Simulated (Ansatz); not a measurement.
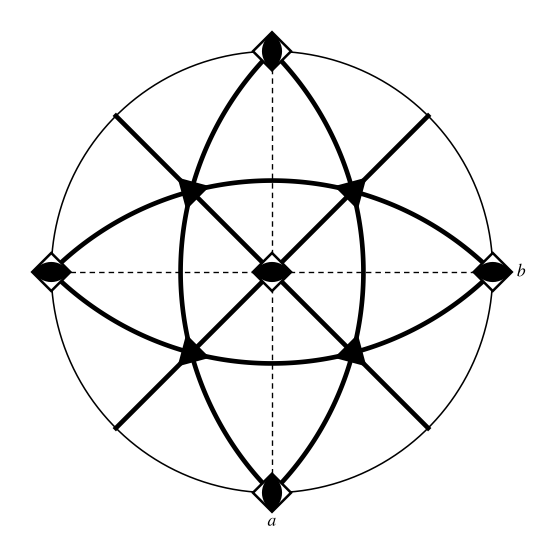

Stereographic projection: heavy lines are mirror planes (a heavy rim: a mirror in the plane of the page); lens, triangle, square and hexagon are 2-, 3-, 4- and 6-fold axes, a lens in an open square is −4, a triangle in an open hexagon −6; thin dashed diameters join the ends of axes that lie in the page; a small open circle marks inversion. The c axis points at the viewer. Computed from the symmetry operations of a computed or model structure of composition RbLiAlH4, which need not be its known form.

**Which point group is this?**

-43m (Td), order 24, cubic system: three −4 axes, four threefold axes, six mirror planes.

**Which physical properties does it allow?**

It is not centrosymmetric; not polar, but piezoelectricity is allowed; it is not chiral.
